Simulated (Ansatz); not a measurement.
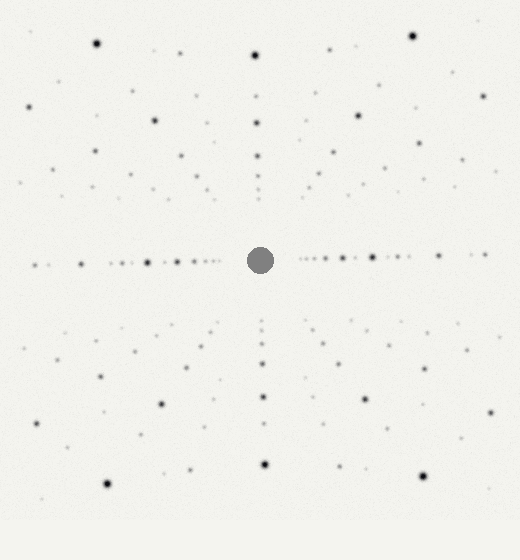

Simulated back-reflection Laue pattern (white X-rays, 0.45 to 2.2 Å, flat plate covering ±45° about the beam, kinematic intensities, seen from the source).

**What symmetry does the pattern show?**

2mm: a twofold axis with two mirror lines.

The crystal is ScPb, space group P-6m2 (No. 187), a = 3.49 Å, c = 4.86 Å (hexagonal axes). Structure: the end point of a relaxation with DFT PBE, scalar-relativistic, plane waves, PAW (Ansatz); the starting structure was generated, so it need not be a known form of this composition.

The direction [210] points towards the source.
